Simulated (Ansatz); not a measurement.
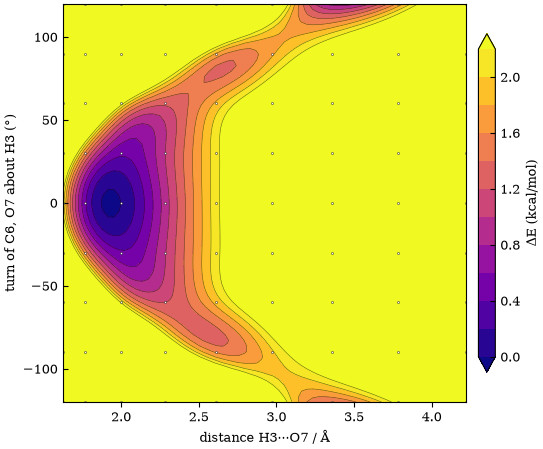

The pair H₄N···CO, charge +1. The turn is about an axis along (−0.78, 0.63, −0.03) in the frame of the relaxed pair, normal to the line between the partners. First axis: distance H3···O7. Second axis: turn of C6, O7 about H3. The scan uses a 9 × 9 grid. Points are written as (first, second). Energies: kcal/mol, counted from the lowest grid point. These are results of RKS wB97X-V/def2-SVPD in Ansatz, not measurements.

In the figure: filled contours, dots at the grid points, one colour for all values above the top of the scale. Between grid points the surface is interpolated.

Where is the minimum, and how stiff is the well along each coordinate?

The interpolated minimum is at distance H3···O7 ≈ 1.924 Å, turn of C6, O7 about H3 ≈ 14°. The curvatures there are about 1.4 eV/Å² and 0.47 eV/rad², with a cross term of about −0.12 eV/(Å·rad). Round the minimum the two coordinates are weakly coupled (coupling −0.15 in units of the two stiffnesses). (1 eV is 23.1 kcal/mol.)
